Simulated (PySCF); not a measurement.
# C2H10B2SSi: what the fields show

Input file:

```
{"job": {"kind": "nmr", "xc": "PBE0", "basis": "pcSseg-1"}, "charge": 0, "multiplicity": 1}
B      1.041229     0.469351     1.260034
C      1.791973     0.456720    -0.203309
B      0.687309     0.123426    -1.223304
C     -0.143979    -1.170889    -0.807093
S     -0.328360    -1.059563     1.021297
Si    -2.139835     0.156278     1.100072
H      1.691981     0.132326     2.186598
H      0.362658     1.429983     1.458848
H      2.537907    -0.338132    -0.144579
H      2.331573     1.387253    -0.374306
H      0.344597     0.785260    -2.128716
H     -1.139993    -1.287093    -1.233321
H      0.399482    -2.099512    -0.988850
H     -2.235656     0.557239     2.492416
H     -2.016483     1.243370     0.139985
H     -3.192000    -0.777072     0.700303
```

Launched as:

```sh
OMP_NUM_THREADS=1 python probes_run.py task.json out
```

Geometry: GFN2-xTB.

Method: PBE0/pcSseg-1, SCF density, gas phase, non-relativistic in PySCF.

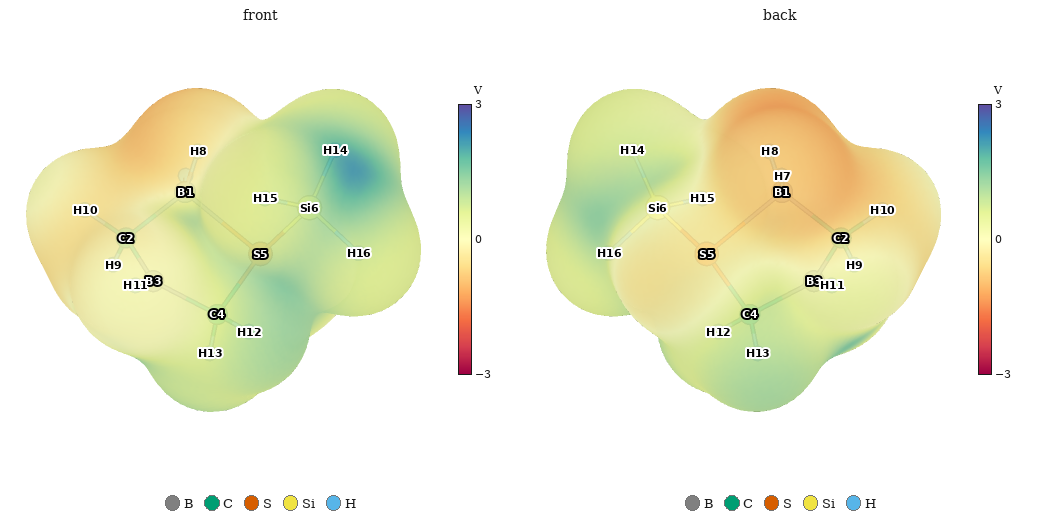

Figure 1. The molecular electrostatic potential painted on the density surface at 0.002 e/bohr³, seen from the front and from behind; red is negative and blue positive.

Q: Where is the surface potential most negative and most positive?

A: The most negative region (about −1.2 V) lies over H8, the most positive (about +2.0 V) over Si6.

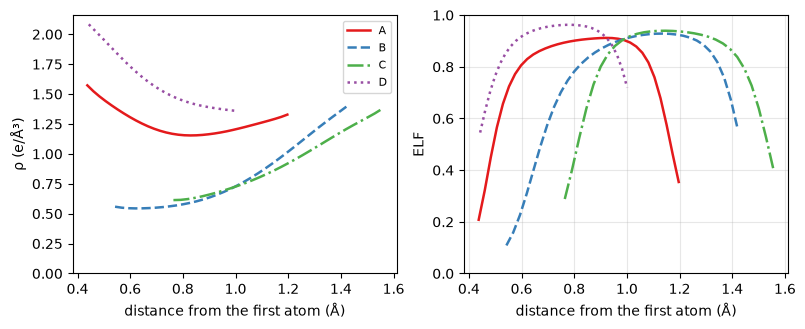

Figure 2. Electron density and electron localisation function along straight lines between neighbouring atoms. The curves leave out the atomic cores.

Q: Which curve belongs to which contact (B–S, C–B, C–S and Si–S)? The first atom named is at distance zero.

A: Curve A: C–S (1.84 Å): ρ at the midpoint is about 1.2 e/Å³; the ELF peaks at about 0.90 between the atoms: a covalent bond. Curve B: B–S (2.07 Å): ρ is about 0.77 e/Å³ halfway, with its minimum of 0.54 e/Å³ about 0.6 Å from B; the ELF peaks at about 0.95 between the atoms (a covalent bond). Curve C: Si–S (2.18 Å): ρ at the midpoint is about 0.81 e/Å³; the ELF peaks at about 0.95 between the atoms, as expected for a covalent bond. Curve D: C–B (1.54 Å): the density is about 1.5 e/Å³ at the midpoint; the ELF peaks at about 0.95 between the atoms (a shared electron pair).
